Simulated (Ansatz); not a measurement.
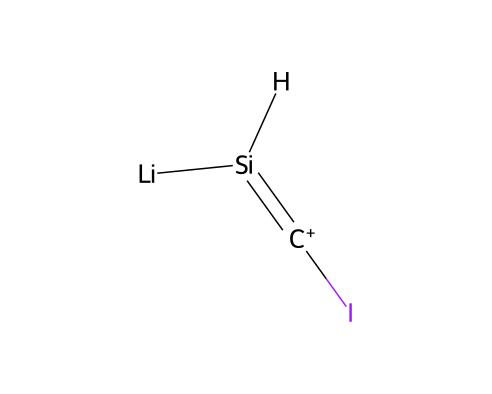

The drawing above gives the connectivity. The species has charge +1 and is a spin singlet. The computed structure is the end point of a PBE0-D4/def2-TZVP optimisation. No frequency run is at hand to confirm it as a minimum.

Describe the 3D structure.

Formula CHILiSi⁺. SMILES: `[Li]/[SiH]=[C+]\I`. Among its groups: C–I bond, Si–H bond. This geometry has Cs symmetry. All atoms lie on one plane. Coordination: 1 Si trigonal planar; 1 C linear.

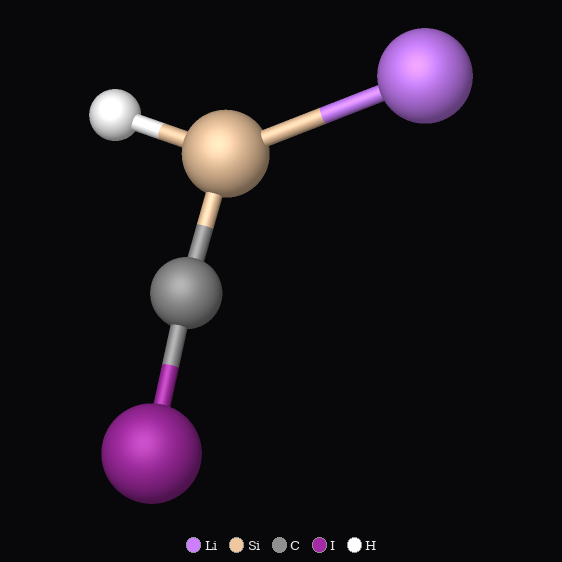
